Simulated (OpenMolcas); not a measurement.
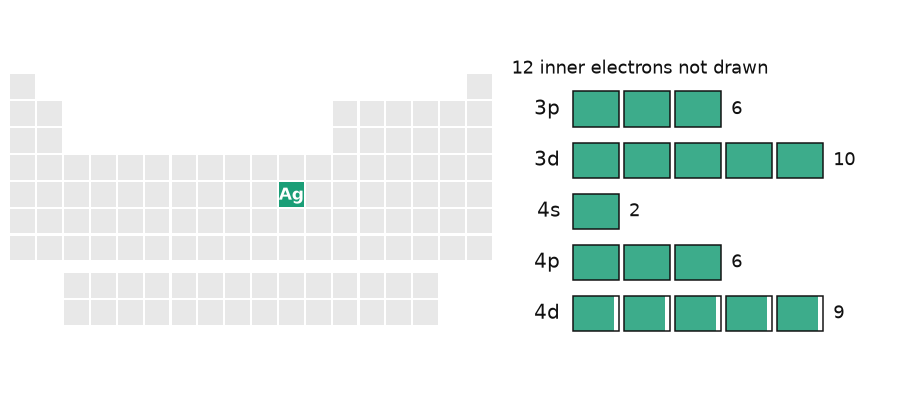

Figure 1. Left, the place of silver in the periodic table; right, the outer shells of the leading configuration of the lowest level: a box for each of the 2l + 1 orbitals, shaded by the share of the shell that is filled, with the electron count at the right.

## Run report: Ag²⁺ complex, multiconfigurational calculation

- system: Ag²⁺ with 6 ligands (S and H2O; tetragonal octahedron, 2.72 Å), neutralised by 6 outer point charges of +1 e, whose field is part of the energies.
- method: state-averaged SS-CASPT2, IPEA shift 0.5, imaginary shift 0.1 hartree, closed shells 4s 4p of the metal and the valence shells of the ligands correlated, active space 9 electrons in the shell 4d, basis ANO-RCC-VDZP on the metal and ANO-RCC-VDZP on the ligands, DKH2 scalar Hamiltonian, spin-orbit coupling by RASSI with atomic mean-field integrals (OpenMolcas)

### Output (extracts)
```
--- CASPT2 ---
Orbital specifications:
      -----------------------

      Symmetry species                           1   2
                                                ag  au
      Frozen orbitals                           19  17
      Inactive orbitals                         13  15
      Active orbitals                            5   0
      Secondary orbitals                        44  50
      Deleted orbitals                           0   0
      Number of basis functions                 81  82
Type of calculation                        SS-CASPT2
      Fock operator                              state-specific
      IPEA shift                                 0.50
      Real shift                                 0.00
      Imaginary shift                            0.10
      The input orbitals will be transformed to quasi-canonical
Reference energy:       -7060.3979597682
      E2 (Non-variational):      -1.4651771580
      Shift correction:          -0.0027592485
      E2 (Variational):          -1.4679364065
      Total energy:           -7061.8658961747
      Residual norm:              0.0000007867
      Reference weight:           0.64363
      Contributions to the CASPT2 correlation energy
      Active & Virtual Only:         -0.1576008101
      One Inactive Excited:          -0.2502705276
      Two Inactive Excited:          -1.0573058203
Reference energy:       -7060.3665526969
      E2 (Non-variational):      -1.4421446139
      Shift correction:          -0.0025589564
      E2 (Variational):          -1.4447035703
      Total energy:           -7061.8112562671
      Residual norm:              0.0000008912
      Reference weight:           0.64973
      Contributions to the CASPT2 correlation energy
      Active & Virtual Only:         -0.1507395865
      One Inactive Excited:          -0.2458704176
      Two Inactive Excited:          -1.0455346098
::    CASPT2 Root  1     Total energy:  -7061.86589617
::    CASPT2 Root  2     Total energy:  -7061.81125627
::    CASPT2 Root  3     Total energy:  -7061.81492921
::    CASPT2 Root  4     Total energy:  -7061.80945252
::    CASPT2 Root  5     Total energy:  -7061.80219495
```

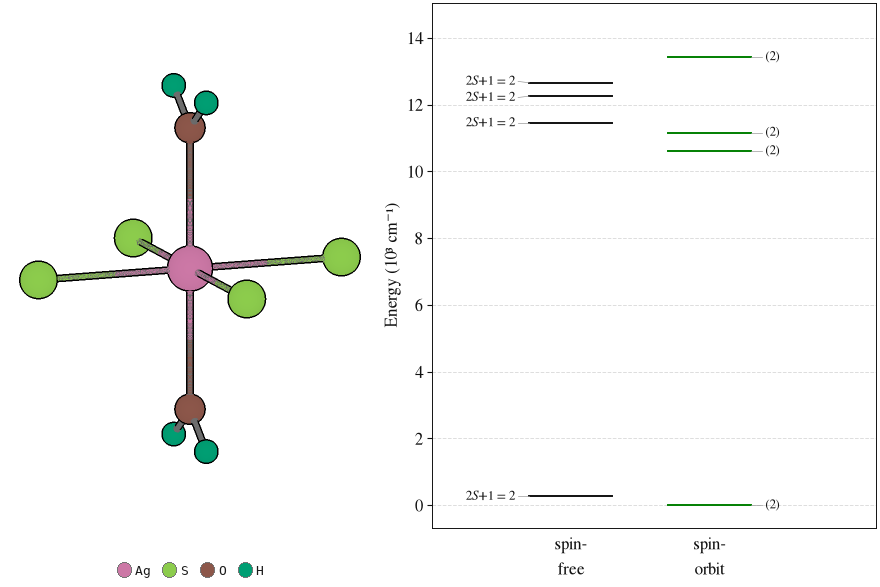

Figure 2. Ag²⁺ (4d⁹) with 6 ligands, S²⁻ with axial H₂O, at 2.72 Å (arrangement: tetragonal octahedron, Ci), axial distortion 0.888, neutralised by outer point charges of +1 e, and its levels. Labels give the representation in O, Td, D4 or D3 as the site allows (double group for half-integer spin) where it could be assigned and, in brackets, the degeneracy; spin-free states, where drawn, share the zero of the spin-orbit levels. The ground level is a Kramers doublet, 100 % from states of spin multiplicity 2. Its principal g values are 2.08, 2.12 and 2.69. The next level lies at 10,600 cm⁻¹.

### Input file
```
&GATEWAY
Coord
11

Ag 0.0 0.0 0.0
S 2.720000 0.000000 0.000000
S 0.000000 2.720000 0.000000
S -2.720000 0.000000 0.000000
S 0.000000 -2.720000 0.000000
O 0.000000 0.000000 2.415360
H 0.779741 0.000000 2.992338
H -0.779741 0.000000 2.992338
O 0.000000 0.000000 -2.415360
H 0.779741 0.000000 -2.992338
H -0.779741 0.000000 -2.992338
Basis=Ag.ANO-RCC-VDZP,H.ANO-RCC-VDZP,O.ANO-RCC-VDZP,S.ANO-RCC-VDZP
Group=XYZ
NoMove
AngMom=0.0 0.0 0.0
AMFI
RICD
XField
3 Angstrom 0
5.320000 0.000000 0.000000 1.000000
0.000000 5.320000 0.000000 1.000000
0.000000 0.000000 6.015360 1.000000
&SEWARD
&RASSCF
FileOrb=start.orb
Symmetry=1
Spin=2
nActEl=9 0 0
Inactive=32 32
Ras2=5 0
CIRoot=5 5 1
SDav=5
CIMx=300
Iter=150 100
PrWF=0.3
OrbListing=Nothing
MaxOrb=0
LevShft=1.0
>>> COPY $Project.JobIph JOB001
&RASSI
NrOfJobIphs=1 5
1 2 3 4 5
IphNames
JOB001
EJob
SpinOrbit
DIPRint=1.0
SOCoupling=1000.0
Subsets=2
Property=9
'ANGMOM' 1 'ANGMOM' 2 'ANGMOM' 3 'MLTPL  1' 1 'MLTPL  1' 2 'MLTPL  1' 3
'AMFI' 1 'AMFI' 2 'AMFI' 3
SOProperty=3
'ANGMOM' 1 'ANGMOM' 2 'ANGMOM' 3
>>> COPY JOB001 $Project.JobIph
&CASPT2
Multistate=5 1 2 3 4 5
NoMult
Frozen=19 17
IPEA=0.5
Imaginary=0.1
MaxIter=60
WThr=0.0 0.3 0.05
PrWF=0.5
NoMix
```

The file start.orb holds starting orbitals from an earlier step. A driver script formed the levels outside the program, from RASSI's spin-orbit matrix and the CASPT2 energies (for multi-state variants, the effective Hamiltonian), averaged over the components of each term or state. The log and the time are those of the CASPT2 step.

Launched with:
```bash
OMP_NUM_THREADS=1 MOLCAS_MEM=2457 MOLCAS_PROJECT=a pymolcas a.inp > a.log  # once for each step of the input, in one work folder
```

### Results in brief

- outcome: converged
- energy of the lowest spin-free term: −7061.86590 hartree
- energy of the lowest spin-orbit level: −7061.86709 hartree
- CASPT2 correlation energy: −1.4679 hartree
- largest spread among components of a term: 0.0 cm⁻¹
- lowest reference weight: 0.644
- hardware: 1 thread of Arm Neoverse V1, 24 GiB of memory available, shared host
- wall time: 22 s
- peak memory: 0.38 GiB

### Remarks

To bear in mind: covalent bonds, ligand orbitals missing from the active space; bare point charges leave oxide and sulfide ligands too diffuse, field too small; distances are set from ionic radii, not optimised.
